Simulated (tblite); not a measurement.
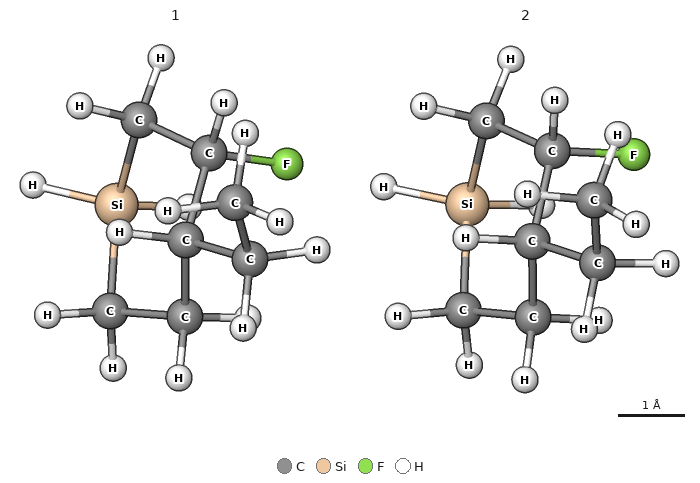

Two geometries of C₇H₁₅FSi, drawn at one scale. One is the start of a relaxation, the other its converged end. Style: ball-and-stick. Shown from a free direction.

The calculation used GFN2-xTB geometry optimisation, gas phase in tblite 0.8.0. 

Q: Which geometry has the lower energy?

A: Structure 1 is the relaxed one. The energy falls by 13.5 kJ/mol in 97 geometry steps. The largest move after the best rigid fit is that of an H atom, 0.35 Å. By element the largest moves are H 0.35 Å, F 0.27 Å, C 0.15 Å, Si 0.02 Å. Near-neighbour distances that change, for instance: C–Si 1.870 → 1.904 Å, H–Si 1.495 → 1.464 Å, C–F 1.364 → 1.389 Å, C–H 1.116 → 1.092 Å. Among the angles between lasting bonds that change: Si–C–C 113.4° → 110.4°, Si–C–H 108.6° → 111.3°, C–C–Si 113.4° → 110.9°.
